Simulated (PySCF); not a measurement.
**Atomic calculation for Dy⁴⁵⁺**

Dy⁴⁵⁺, configuration 1s2 2s2 2p6 3s2 3p6 3d3, multiplicity 4. Computed at this level: unrestricted revPBE, even-tempered 16s10p7d4f3g, non-relativistic, point nucleus (PySCF).

**The input**
```python
from pyscf import gto, scf, dft, mp, cc
mol = gto.M(atom="Dy 0 0 0", charge=45, spin=3, symmetry="D2h",
            basis=gto.etbs([(0, 16, 9.2, 2.5), (1, 10, 12, 2.5), (2, 7, 12, 2.5), (3, 4, 44, 2.7), (4, 3, 66, 2.7)]))
mf = dft.UKS(mol, xc="PBE_R,PBE")
mf.irrep_nelec = {'Ag': (3, 3), 'B1g': (1, 0), 'B2g': (1, 0), 'B3g': (1, 0), 'B1u': (2, 2), 'B2u': (2, 2), 'B3u': (2, 2)}
mf.kernel()
```

The script is an equivalent of what the driver set up; the driver started from orbitals of its own, so the log can be shorter than this script's would be, and it computed the properties (radii, ⟨L²⟩, response) afterwards. It held the occupations shell by shell, which the script's counts by irreducible representation don't always enforce.

**Log (extracts)**
```
damping factor = 0
level_shift factor = 0
DIIS = <class 'pyscf.scf.diis.CDIIS'>
diis_start_cycle = 1
diis_space = 10
diis_damp = 0
SCF conv_tol = 1e-09
SCF conv_tol_grad = None
number electrons alpha = 12  beta = 9
XC functionals = PBE_R,PBE
    Y. Zhang and W. Yang.,  Phys. Rev. Lett. 80, 890 (1998)
    J. P. Perdew, K. Burke, and M. Ernzerhof.,  Phys. Rev. Lett. 77, 3865 (1996)
    J. P. Perdew, K. Burke, and M. Ernzerhof.,  Phys. Rev. Lett. 78, 1396 (1997)
cycle= 1 E= -9939.12187793947  delta_E= -0.00998  |g|= 0.0151  |ddm|= 0.0358
cycle= 2 E= -9939.1218789237  delta_E= -9.84e-07  |g|= 0.000729  |ddm|= 0.000446
cycle= 3 E= -9939.12187892822  delta_E= -4.52e-09  |g|= 8.63e-05  |ddm|= 2.92e-05
cycle= 4 E= -9939.12187892826  delta_E= -3.64e-11  |g|= 1.14e-06  |ddm|= 2.31e-06
converged SCF energy = -9939.12187892826  <S^2> = 3.7500506  2S+1 = 4.0000253
```

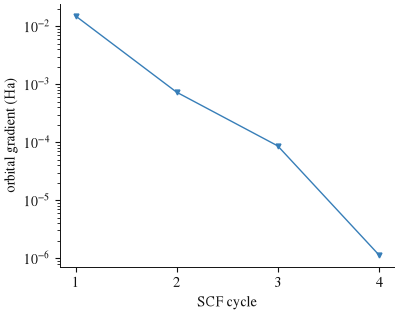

Figure 1. Convergence: orbital gradient against the SCF cycle. The residual falls at every step. It goes from 0.015 to 1.1×10⁻⁶ in 4 steps.

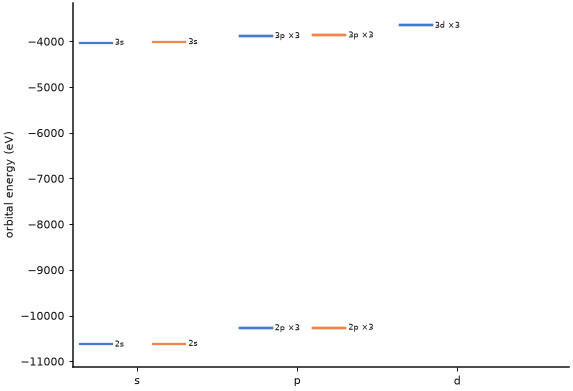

Figure 2. Orbital energies of the mean field, from the top down to −10.63 keV, by angular momentum, α spin at the left of each column and β at the right; ×n counts the orbitals under one label. The highest filled orbital is 3d α at −3647 eV, the lowest empty one d α at −3641 eV.

**Key numbers**

- outcome: converged
- total energy: −9939.1219 hartree
- kinetic energy: 9939.7888 hartree
- ⟨S²⟩: 3.750
- ⟨L²⟩: 12.00
- SCF iterations: 4
- hardware: 1 CPU thread, shared host
- CPU time: 1.6 s (integrals apart)

**Remarks**

Relativity is left out, which matters for an atom this heavy.
